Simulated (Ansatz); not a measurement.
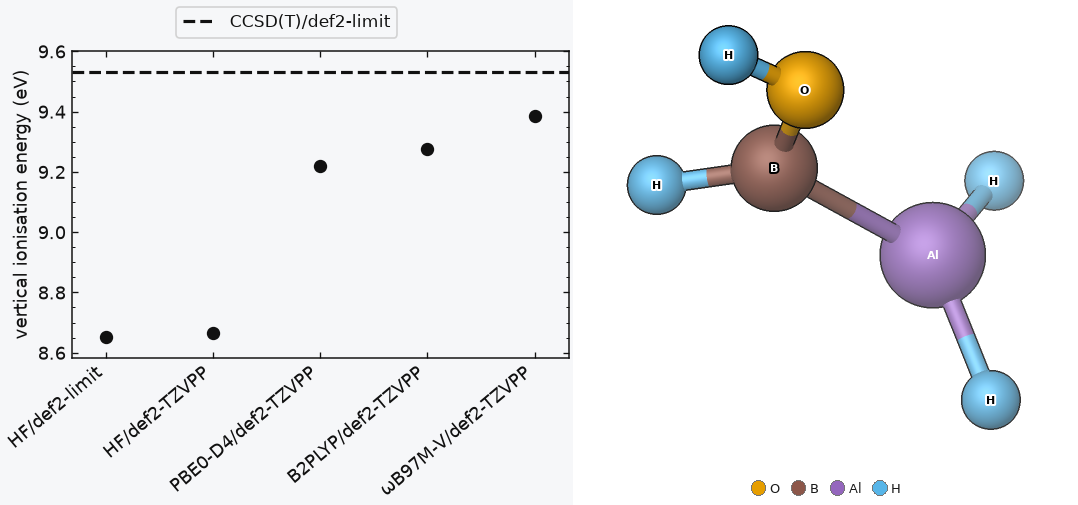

Vertical ionisation energy of AlBH₄O, SMILES O[BH][AlH2], singlet, taken as the energy of the cation less that of the neutral at fixed geometry (unrestricted doublet cation, cores frozen in correlated methods, no spin-orbit coupling), the Ansatz code 0.2.0, at a PBE0-D4/def2-TZVP geometry (a minimum by its frequencies). Limit means an estimate of the basis limit from triple and quadruple zeta; for coupled cluster it is either extrapolated directly or built as the MP2 limit plus the step from MP2 in triple zeta. B2PLYP/def2-TZVPP holds a correlation term that converges slowly with the basis, so part of the distance to the limit is basis error.

### What range do the values span, the line included?

From 8.65 eV (HF/def2-limit) to 9.53 eV (CCSD(T)/def2-limit).

### Give the values.

```csv
level,eV,less CCSD(T)/def2-limit
HF/def2-limit,8.65,−0.88
HF/def2-TZVPP,8.66,−0.87
PBE0-D4/def2-TZVPP,9.22,−0.31
B2PLYP/def2-TZVPP,9.27,−0.26
ωB97M-V/def2-TZVPP,9.39,−0.14
CCSD(T)/def2-limit,9.53,0.00
```
